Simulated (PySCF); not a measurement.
**C3H4ClN (SMILES C=NC(=C)Cl) at CAM-B3LYP/6-31G**

Aim: the vertical ionisation energy of C3H4ClN at CAM-B3LYP/6-31G, from 2 runs. 

Program for the calculation: PySCF 2.14.0.

## Step 1: Starting point

C3H4ClN has 9 atoms, charge 0, and is taken as a singlet. SMILES: `C=NC(=C)Cl`. The shape is that of a GFN2-xTB optimisation. This is one conformer, not always the lowest.

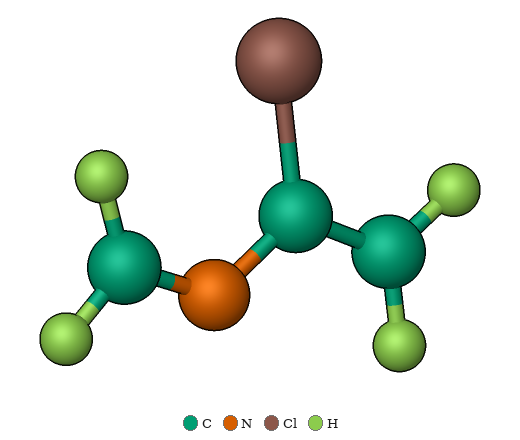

The structure, seen from a chosen angle (carbon teal, nitrogen orange, chlorine brown, hydrogen green).

## Step 2: The energy at CAM-B3LYP/6-31G

start.xyz

```xyz
9

C      0.169470     1.210530     1.309280
N      0.213480     0.055180     0.806930
C     -0.095900    -0.241270    -0.479260
C     -0.020770    -1.486530    -0.939200
Cl    -0.615360     1.048160    -1.579760
H     -0.122950     2.110440     0.767830
H      0.442640     1.314360     2.348450
H      0.292250    -2.274760    -0.278890
H     -0.262860    -1.736100    -1.955380
```

calc.py

```python
from pyscf import gto, dft

molecule = gto.Mole()
molecule.atom = 'start.xyz'
molecule.basis = '6-31g'
molecule.verbose = 3
molecule.max_memory = 1860
molecule.build()

calc0 = dft.RKS(molecule)
calc0.xc = 'cam-b3lyp'
calc0.conv_tol = 1e-10
calc0.grids.level = 4
calc0.kernel()
if not calc0.converged:
    calc0 = calc0.newton().run(calc0.mo_coeff, calc0.mo_occ)

e_final = calc0.e_tot
print(f'total energy: {e_final:.8f} hartree')
```

On the command line:

```console
$ OMP_NUM_THREADS=1 python calc.py
```

The log of the run:

```text
converged SCF energy = -631.449826697682
total energy: -631.44982670 hartree
```

Run time: 21 s. Hardware: 1 thread of Arm Neoverse V1, shared host; peak memory 0.32 GiB.

## Step 3: The doublet cation, same level

job.py

```python
from pyscf import gto, dft

mol = gto.M(
    atom='''
C      0.320252     2.287570     2.474181
N      0.403419     0.104275     1.524877
C     -0.181225    -0.455934    -0.905670
C     -0.039250    -2.809135    -1.774831
Cl    -1.162862     1.980735    -2.985314
H     -0.232342     3.988154     1.450988
H      0.836468     2.483780     4.437927
H      0.552272    -4.298673    -0.527026
H     -0.496733    -3.280754    -3.695133
''',
    basis='6-31g',
    verbose=3,
    max_memory=1860,
    spin=1,
    charge=1,
    unit='bohr',
)

myscf = dft.UKS(mol)
myscf.xc = 'cam-b3lyp'
myscf.conv_tol = 1e-10
myscf.grids.level = 4
myscf.kernel()
if not myscf.converged:
    myscf = myscf.newton().run(myscf.mo_coeff, myscf.mo_occ)

e_tot = myscf.e_tot
print('E = %.10f Eh' % e_tot)
```

On the command line:

```console
$ OMP_NUM_THREADS=1 python job.py
```

The log of the run:

```text
WARN: HOMO -0.269509337848007 >= LUMO -0.269509337848006

converged SCF energy = -631.098563999512  <S^2> = 0.75845513  2S+1 = 2.0084373
E = -631.0985639995 Eh
```

It took 55 s on 1 thread of Arm Neoverse V1, shared host; peak memory 0.34 GiB.

## Step 4: What came out

Level: CAM-B3LYP/6-31G.

| quantity | value |
| --- | --- |
| singlet C3H4ClN: total energy | -631.44983 Eh |
| singlet C3H4ClN: dipole moment | 0.71 D |
| singlet C3H4ClN: HOMO energy | -8.58 eV |
| singlet C3H4ClN: LUMO energy | -0.31 eV |
| singlet C3H4ClN: HOMO–LUMO gap | 8.27 eV |
| doublet cation: total energy | -631.09856 Eh |
| doublet cation: HOMO energy (highest over α and β) | -14.93 eV |
| doublet cation: LUMO energy (lowest over α and β) | -10.55 eV |
| doublet cation: ⟨S²⟩ | 0.758 |
| vertical ionisation energy (to the doublet cation) | 9.558 eV |

Removing an electron at fixed nuclei costs 9.56 eV (220 kcal/mol). −ε(HOMO) before ionisation, 8.58 eV, is 0.98 eV below this ionisation energy.
